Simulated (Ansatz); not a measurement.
Cl3FGe

Input file:

```
crystal:
  periodic: [false, false, false]
  atoms:
    - {symbol: F, position_ang: [-0.963720, 0.200570, 1.432432]}
    - {symbol: Ge, position_ang: [-0.012863, -0.009682, 0.025505]}
    - {symbol: Cl, position_ang: [1.473796, -1.435317, 0.466306]}
    - {symbol: Cl, position_ang: [-1.285764, -0.685415, -1.510719]}
    - {symbol: Cl, position_ang: [0.838452, 1.856146, -0.454925]}
basis:
  gaussian: {orbitals: def2-TZVPP}
hamiltonian: {xc: pbe0, dispersion: d4}
output: {orbitals: {seedname: orbitals}}
```

Launched as:

```sh
ansatz run in.yaml --threads 4 --pin off --events-out ev --progress --plain --max-ram 10444MiB
```

Geometry: PBE0-D4/def2-TZVP.

The calculation used RKS PBE0-D4/def2-TZVPP in Ansatz 0.2.0.

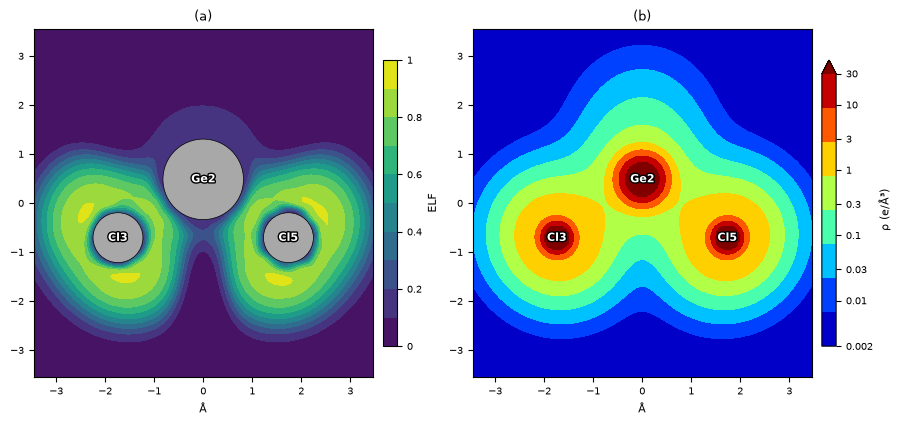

Figure 1. (a) ELF; (b) total electron density on the plane of atoms Cl3, Ge2 and Cl5. Grey discs cover the atomic cores in the ELF map.

**Interpret the plot.**

The section cuts through Ge and Cl sites. Ge–Cl (2.11 Å): ρ at the midpoint is about 0.86 e/Å³; the ELF peaks at about 0.85 in the valence shell of Cl, 0.9 Å from its nucleus, and is about 0.70 at the midpoint. The ELF also peaks beside Cl5 and Cl3, away from the bonds: lone-pair regions.

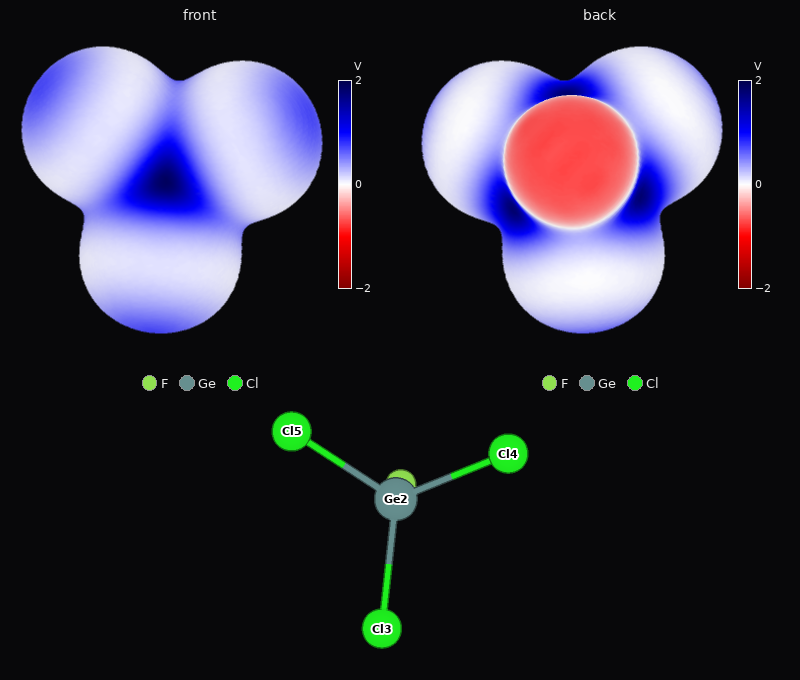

Figure 2. The molecular electrostatic potential painted on the density surface at 0.002 e/bohr³, seen from the front and from behind; the colour scale runs from red (negative) to blue (positive). The bare structure is drawn below in the same view.

**Where is the surface potential most negative and most positive?**

The most negative region (about −0.7 V, or −16 kcal/mol for a unit charge) lies over F1, the most positive (about +1.7 V, or +39 kcal/mol for a unit charge) over Ge2. Cl3 shows a σ-hole: about +0.7 V, or +16 kcal/mol for a unit charge at the tip opposite its bond, against about +0.1 V on its flanks. Cl4 shows a σ-hole: about +0.7 V, or +16 kcal/mol for a unit charge at the tip opposite its bond, against about +0.1 V on its flanks. Cl5 shows a σ-hole: about +0.7 V, or +16 kcal/mol for a unit charge at the tip opposite its bond, against about +0.1 V on its flanks.

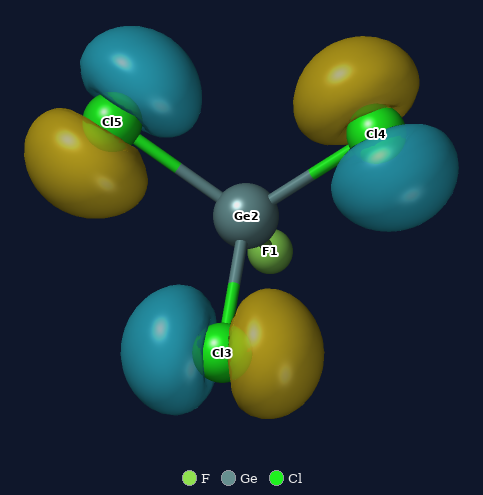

Figure 3. The HOMO at ±0.15 Å⁻³ᐟ² (yellow and cyan are the two phases), seen at a tilt.

**Describe this orbital and give its energy.**

Its weight (Hirshfeld) is mainly on Cl4 (about 30 %), Cl3 (about 30 %) and Cl5 (about 30 %); largely a combination of lone pairs on Cl4, Cl3 and Cl5. Its energy is −9.82 eV.
